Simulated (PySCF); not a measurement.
## Electronic structure of CH11BO2Si3 (SMILES COB[SiH2]O[SiH2][SiH3]) in real space

```xyz
18

C    -1.6279   -1.8365    0.2415
O    -1.1035   -0.5991   -0.1768
B    -1.8236    0.4166   -0.6356
Si   -0.8691    2.0462   -1.1699
O     0.7409    1.8529   -1.0013
Si    2.0807    1.1936   -0.3709
Si    1.8826   -1.0846   -0.1533
H    -1.3755   -1.9882    1.2926
H    -1.1631   -2.6293   -0.3472
H    -2.7137   -1.8718    0.1172
H    -3.0063    0.3073   -0.7085
H    -1.1743    3.2584   -0.3852
H    -0.9839    2.4502   -2.5827
H     2.3043    1.8852    0.9089
H     3.1212    1.6342   -1.3091
H     3.2287   -1.6818   -0.1196
H     1.2697   -1.5453    1.1004
H     1.2040   -1.8016   -1.2416
```

Geometry: GFN2-xTB.

Level of theory: B3LYP/def2-SVPD, SCF density, gas phase in PySCF 2.14.0.

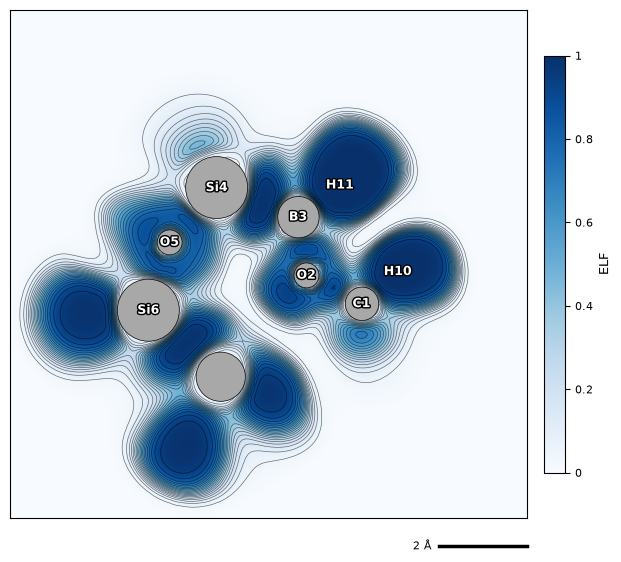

Figure 1. ELF on the plane of atoms O2, B3 and H11. Grey discs cover the atomic cores.

**Read the bonding off the picture.**

Atoms in the plane: C, O, B, Si and H.
B–O (1.33 Å): the ELF peaks at about 0.90 between the atoms: a short, strongly polar bond.
C–O (1.41 Å): the ELF peaks at about 0.90 between the atoms, as expected for a polar covalent bond.
Si–O (1.62 Å): the ELF peaks at about 0.85 between the atoms; a polar covalent bond.
Si–B (1.96 Å): the ELF peaks at about 1 between the atoms, as expected for localised, covalent bonding.
C–H (1.09 Å): the ELF climbs to about 1 towards the hydrogen, as it does in any bond to H; an ordinary covalent bond to hydrogen.
The ELF also peaks beside O5, away from the bonds: lone-pair regions.

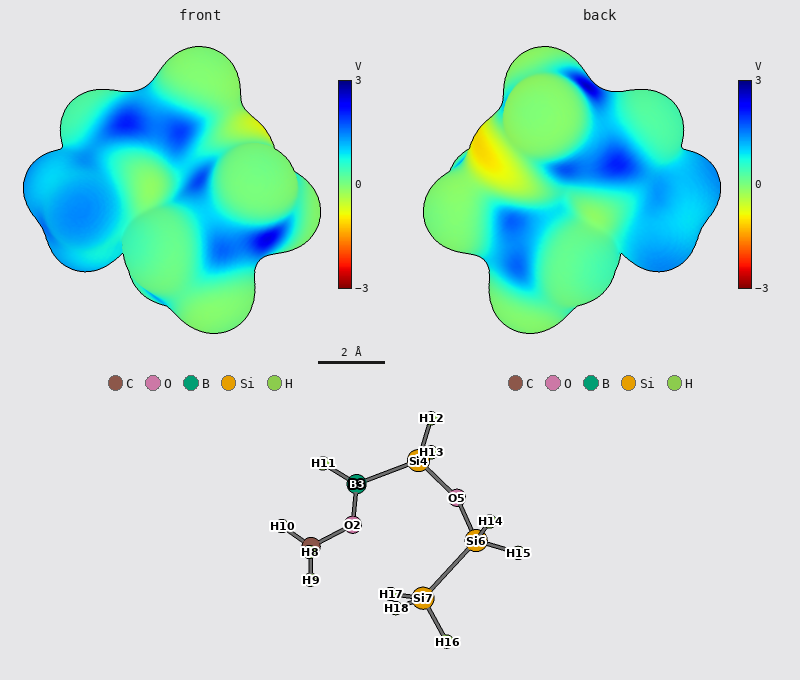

Figure 2. The electrostatic potential painted on the density surface at 0.004 e/bohr³, seen from the front and from behind; red is negative and blue positive. The bare structure is drawn below in the same view.

**Describe the electrostatic potential map.**

The most negative region (about −1.0 V, or −23 kcal/mol for a unit charge) lies over O5, the most positive (about +2.3 V, or +53 kcal/mol for a unit charge) over Si4 and Si6.

**How polar is the molecule by this calculation?**

Its dipole moment is 2.90 D.
